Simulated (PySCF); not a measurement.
## Electronic structure of C3H9Al2Cl3Si in real space

Input file:

```
{"job": {"kind": "nmr", "xc": "PBE0", "basis": "pcSseg-1"}, "charge": 0, "multiplicity": 1}
C     -2.395766     1.155097    -0.175855
C     -2.160508     0.100625    -0.938630
C     -0.792174    -0.442757    -1.166420
Si    -0.453970    -1.873589     0.070501
Al     0.482798     1.088790    -1.083169
Cl     0.333583     2.924858    -1.931962
Cl     2.484420     0.202506    -1.733646
Al     3.230107     0.269523     0.296534
Cl     1.417840     1.271128     0.963676
H     -1.565413     1.684453     0.286579
H     -3.382663     1.529867     0.029323
H     -2.987774    -0.425808    -1.399756
H     -0.766803    -0.912157    -2.160323
H     -1.328383    -3.006253    -0.255568
H      0.953568    -2.282819    -0.054752
H     -0.747223    -1.416078     1.432746
H      3.276900    -1.144458     0.909949
H      4.392703     1.283390     0.369597
```

Run with:

```sh
OMP_NUM_THREADS=1 python probes_run.py task.json out
```

Geometry: GFN2-xTB.

Method: PBE0/pcSseg-1, SCF density, gas phase, non-relativistic (PySCF 2.14.0).

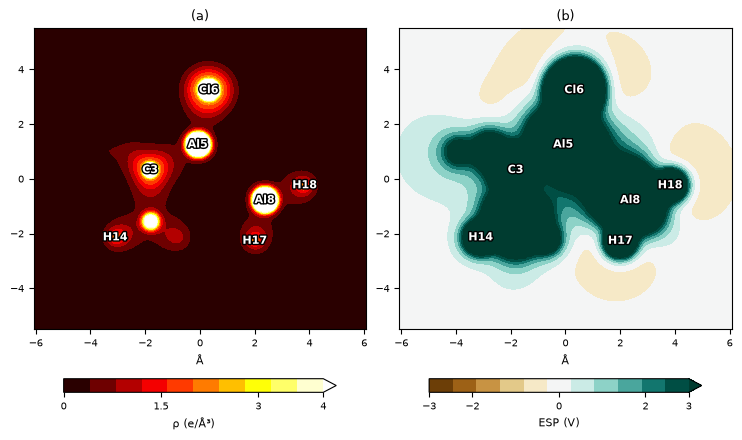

Figure 1. (a) total electron density; (b) electrostatic potential on the plane of atoms H17, Al8 and H18.

Q: Read the bonding off the picture.

A:
- Atoms in the plane: C, Al, Cl and H.
- C–Al (1.99 Å): ρ at the midpoint is about 0.68 e/Å³.
- Al–Cl (2.03 Å): ρ at the midpoint is about 0.84 e/Å³.
- Outside the dense part of the molecule the potential is most negative (−0.5 V) near H18.

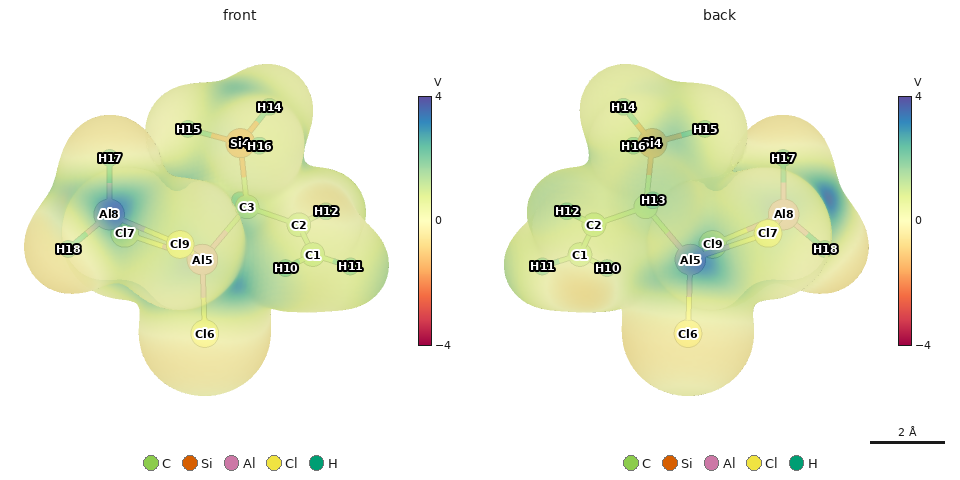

Figure 2. The molecular electrostatic potential painted on the density surface at 0.004 e/bohr³, seen from the front and from behind; the colour scale runs from red (negative) to blue (positive).

Q: Which sites attract a positive test charge, and which a negative one?

A: A positive charge is drawn to the negative regions and a negative charge to the positive ones. The most negative region (about −0.5 V) lies over C1, C2 and Cl6, the most positive (about +3.1 V) over Al5 and Al8.

Q: How polar is the molecule by this calculation?

A: Its dipole moment is 1.66 D.
